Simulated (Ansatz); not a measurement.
ClF3H2NTa

```xyz
8

Ta   -0.0022   -0.0164    0.0036
N     1.9623   -0.0562   -0.0030
H     2.5315   -0.0848    0.8489
H     2.5269    0.0057   -0.8563
F     0.1706   -0.0355    1.8961
F     0.1649    0.1831   -1.8790
F    -0.9521    1.6144    0.0984
Cl   -1.0620   -2.0779   -0.1087
```

Core potentials replace the inner electrons of Ta.

Method: Ansatz 0.2.0, RKS PBE/def2-SVP.

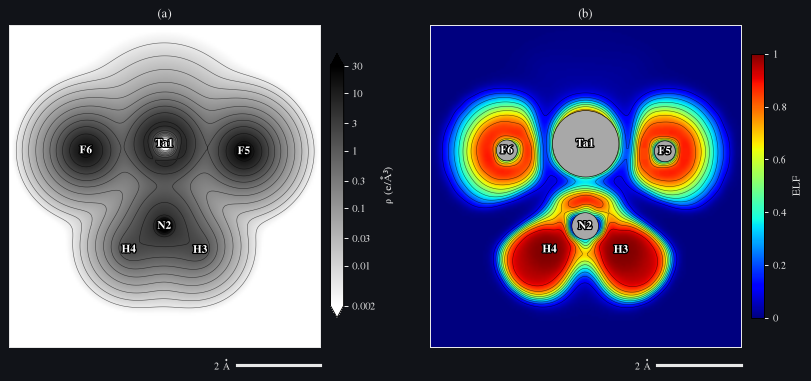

Figure 1. (a) electron density; (b) ELF on the plane of atoms N2, Ta1 and F5. Grey discs cover the atomic cores in the ELF map.

What do the fields say about this system?

The plane passes through Ta, N, H and F nuclei.
Ta–F (1.90 Å): ρ is about 0.97 e/Å³ halfway; the ELF peaks at about 0.85 in the valence shell of F, 0.6 Å from its nucleus, and drops to about 0.20 between the two atoms.
Ta–N (1.96 Å): ρ at the midpoint is about 1 e/Å³; the ELF peaks at about 0.85 in the valence shell of N, 0.6 Å from its nucleus, and is about 0.40 at the midpoint.
N–H (1.02 Å): ρ is about 2.7 e/Å³ halfway; the ELF climbs to about 1 towards the hydrogen, as it does in any bond to H: an ordinary covalent bond to hydrogen.

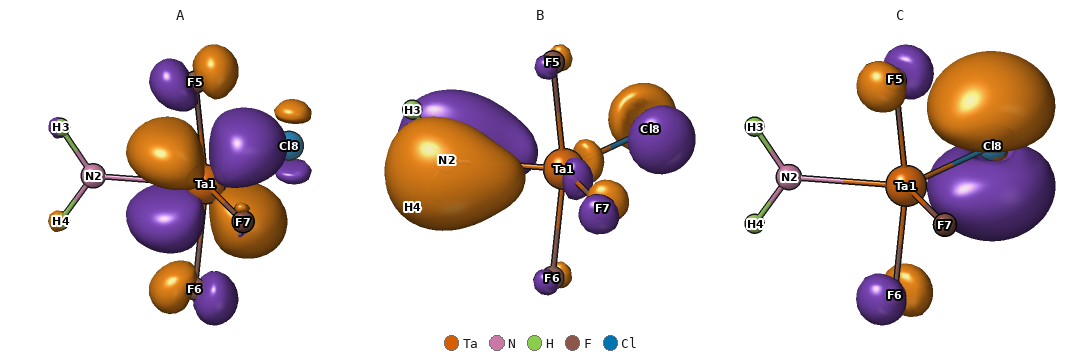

Figure 2. Three frontier orbitals at ±0.15 Å⁻³ᐟ² (orange and purple are the two phases), in no order.

Which picture is the HOMO−1, the HOMO and the LUMO?

C is the HOMO−1 (−8.25 eV). Its weight (Hirshfeld) is mainly on Cl8 (about 80 %); largely a lone pair of Cl8. B is the HOMO (−7.35 eV). It lies mainly on N2 (about 65 %), Ta1 (about 15 %) and Cl8 (about 10 %). A is the LUMO (−3.32 eV). Its weight (Hirshfeld) is mainly on Ta1 (about 70 %), F5 (about 10 %) and F6 (about 10 %).

What is the HOMO–LUMO gap?

4.03 eV between the orbital energies.

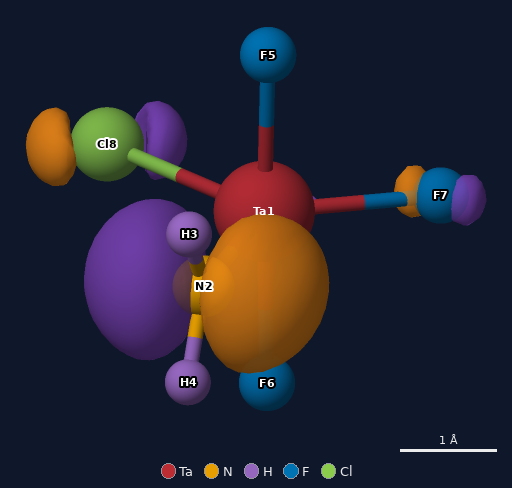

Figure 3. One frontier orbital at ±0.2 Å⁻³ᐟ² (orange and purple are the two phases), seen at an oblique angle.

Which orbital is it: HOMO or LUMO?

The HOMO, at −7.35 eV. It lies mainly on N2 (about 65 %), Ta1 (about 15 %) and Cl8 (about 10 %).
